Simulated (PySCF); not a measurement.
Bi(SiH3)3, SMILES [SiH3][Bi]([SiH3])[SiH3] (H9BiSi3) at its PBE0/def2-SVP optimised geometry (Å):

```
13

Bi     0.3548    -1.5663    -2.1224
Si     0.9716     0.5211    -3.6699
H      2.4523     0.5607    -3.8789
H      0.5341     1.8172    -3.0651
H      0.3087     0.3613    -5.0014
Si     1.2369    -0.2062     0.0000
H      2.7328    -0.2062     0.0000
H      0.7625    -0.8787     1.2492
H      0.7537     1.2093     0.0000
Si    -2.0710    -0.5170    -1.7393
H     -2.9014    -0.7324    -2.9648
H     -2.0092     0.9491    -1.4493
H     -2.7328    -1.2093    -0.5902
```

Calculation: PBE0/def2-TZVP, def2 effective core potentials past Kr in PySCF 2.14.0. The core electrons that the potentials of Bi replace are not part of the density. Cells within 0.4 Å of a nucleus heavier than hydrogen are left out (blank, or x).

Map of the HOMO amplitude (bohr^(-3/2)) on the plane z = 0.0 Å; orbital energy -7.17 eV, overall sign arbitrary:

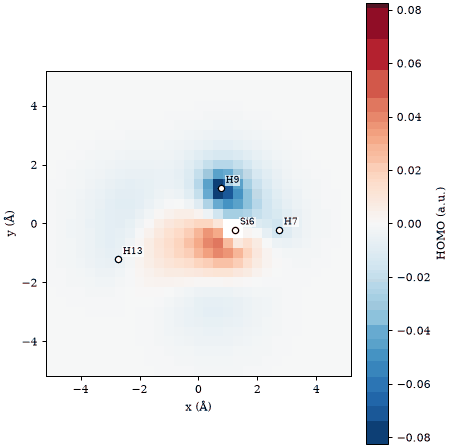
Figure. HOMO amplitude (bohr^(-3/2)) on the plane z = 0.0 Å.
